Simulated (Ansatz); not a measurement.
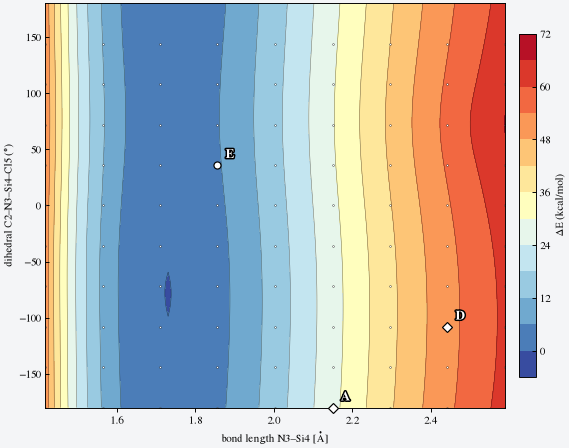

CHClNOSi, SMILES O=C=N[SiH]Cl, spin multiplicity 2. First axis: bond length N3–Si4. Second axis: dihedral C2–N3–Si4–Cl5. Nothing is relaxed (all other coordinates rigid). The grid has 9 × 10 points. Points are written as (first, second). Energies are in kcal/mol, from the relaxed molecule at the same level. All numbers below come from UKS PBE-D4/def2-SVP in Ansatz 0.2.0.

The picture shows filled contours, dots at the grid points, lettered points. Between grid points the surface is interpolated.

> Is D the lowest point of the computed grid?

No. D lies 52 kcal/mol above the lowest grid point, which is at (1.709 Å, −72°).

> What kind of point is each of A, D, E: minimum, saddle, maximum or slope?

A: on a slope; D: on a slope; E: on a slope. (In these two coordinates alone; a stationary point may lie a little off the grid point.)
